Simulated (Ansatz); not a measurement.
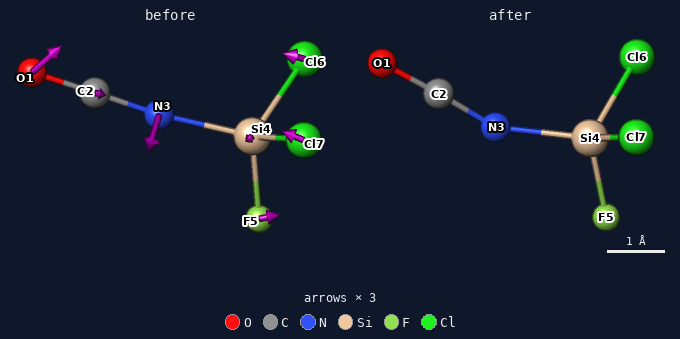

The structure of SiCNOCl$_{2}$F before (left) and after (right) a relaxation, at one scale. The purple arrows give the displacements, magnified 3 times.

The picture is a ball-and-stick view, seen from a free direction.

The start comes from PBE-D4/def2-SVP.

Level of theory: RKS PBE0-D4/def2-TZVP in Ansatz 0.2.0. Set-up: force threshold 0.005 eV/Å; at most 150 steps.

What changed between the two?

After 11 accepted moves (13 points after the start) the energy has fallen by 10.5 kJ/mol. Largest force component: 1.8 eV/Å at the start, 0.0012 eV/Å at the end. The line search rejected the trial steps at points 8, 10 of the run. The forces were under the threshold at step 11, but the run went on from there. N3 moves most after the best rigid fit: 0.26 Å. By element the largest moves are N 0.26 Å, O 0.25 Å, Cl 0.14 Å, F 0.13 Å, C 0.07 Å, Si 0.06 Å. Near-neighbour distances that change, for instance: Si4–F5 1.618 → 1.573 Å, Si4–Cl6 2.044 → 2.016 Å, O1–C2 1.177 → 1.158 Å, N3–Si4 1.695 → 1.678 Å. Bond angles that change, for instance: C2–N3–Si4 173.7° → 153.8°.
